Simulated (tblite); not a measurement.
## C6H15PSi: frequency calculation

The run: frequency calculation of C6H15PSi. Method and program: GFN2-xTB harmonic vibrations, gas phase (tblite 0.8.0).

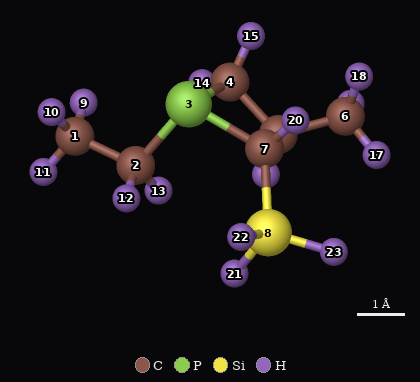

The structure as given in the input (ball-and-stick view, seen at a tilt; atoms are numbered from 1 in the order of the input). Bond lengths as drawn: C–C 1.52 to 1.54 Å, C–H 1.09 to 1.10 Å, C–P 1.87 to 1.89 Å, C–Si 1.90 Å and H–Si 1.46 to 1.47 Å.

## The input
```
{"job": {"kind": "ir", "xc": "GFN2-xTB", "basis": "xTB"}, "charge": 0, "multiplicity": 1}
C      3.202973    -0.402191    -0.228966
C      1.897563     0.382776    -0.272657
P      0.781910    -0.128819     1.134104
C     -0.115260    -1.545534     0.290022
C     -1.160161    -0.604065    -0.329052
C     -2.597075    -1.092476    -0.266004
C     -0.851251     0.617247     0.559824
Si    -0.942899     2.348874    -0.208330
H      3.011751    -1.469686    -0.326964
H      3.715439    -0.238187     0.717085
H      3.865314    -0.095844    -1.037011
H      2.100139     1.450496    -0.149965
H      1.394287     0.236242    -1.230621
H      0.471909    -2.141795    -0.408246
H     -0.556059    -2.210519     1.034521
H     -0.910567    -0.393911    -1.373232
H     -3.272303    -0.329355    -0.648922
H     -2.878112    -1.316806     0.761763
H     -2.721351    -1.995101    -0.862036
H     -1.502826     0.589405     1.441820
H     -0.237800     2.377036    -1.493099
H     -0.347934     3.317818     0.711663
H     -2.352439     2.671380    -0.446500
```

The first line tells a small driver script what to run in tblite; the rest is the geometry in Å.

Command:
```bash
OMP_NUM_THREADS=1 python <driver script> task.json out
```

## Output
```
mode    cm-1     km/mol
  1      66.8      0.14
  2      87.9      0.24
  3      97.5      0.12
  4     122.3      0.01
  5     141.5      0.18
  6     184.9      0.03
  7     212.5      0.09
  8     245.7      0.63
  9     262.4      0.14
 10     279.3      0.12
 11     329.9      0.08
 12     429.8      3.04
 13     482.9      9.97
 14     518.3     21.13
 15     546.6     55.57
 16     653.9      6.77
 17     691.3     27.79
 18     726.4     17.88
 19     751.4     13.75
 20     771.7    183.42
 21     786.1    366.67
 22     804.4    166.00
 23     809.3    129.61
 24     854.6     30.07
 25     924.1     15.97
 26     964.4      4.46
 27     977.9      0.52
 28     999.5     12.28
 29    1009.1      0.24
 30    1062.0      3.31
 31    1080.9      4.90
 32    1111.0     10.87
 33    1124.8     17.21
 34    1146.7      6.13
 35    1178.9      1.71
 36    1219.7      2.10
 37    1226.2      0.44
 38    1248.7      4.27
 39    1285.4      6.54
 40    1333.7      6.99
 41    1409.1      4.37
 42    1410.6      1.79
 43    1440.5      1.12
 44    1450.9      0.43
 45    1497.7      2.69
 46    1498.3      2.53
 47    1501.1      2.14
 48    1501.8      1.01
 49    2241.2    370.11
 50    2249.4    221.33
 51    2271.7    286.32
 52    2896.6     30.57
 53    2932.7     29.93
 54    2945.7     22.26
 55    2955.8     20.43
 56    2969.3     39.40
 57    2977.5     24.33
 58    3013.8     45.07
 59    3018.3     10.68
 60    3018.9     70.28
 61    3020.5     42.72
 62    3026.5     26.01
 63    3029.8     17.69
```

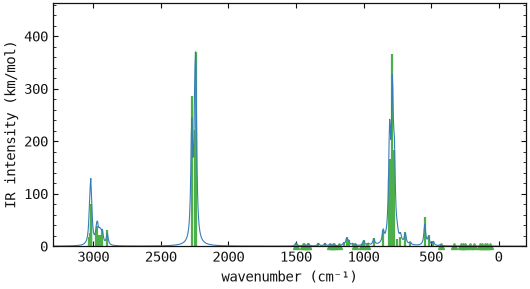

Harmonic infrared spectrum, unscaled: sticks (degenerate modes added up, dark ones marked on the axis) with a Lorentzian envelope of 16 cm⁻¹ full width, scaled to the tallest stick. 63 modes from 67 to 3030 cm⁻¹, none imaginary. The strongest line is at 2241 cm⁻¹ (370 km/mol).

## Results in brief

| quantity | value |
| --- | --- |
| outcome | converged |
| total energy | −672.8974 eV |
| zero-point energy | 118.6950 kcal/mol |
| hardware | 1 CPU thread, shared host |
| wall time | 1.1 s |
| peak memory | 0.17 GiB |
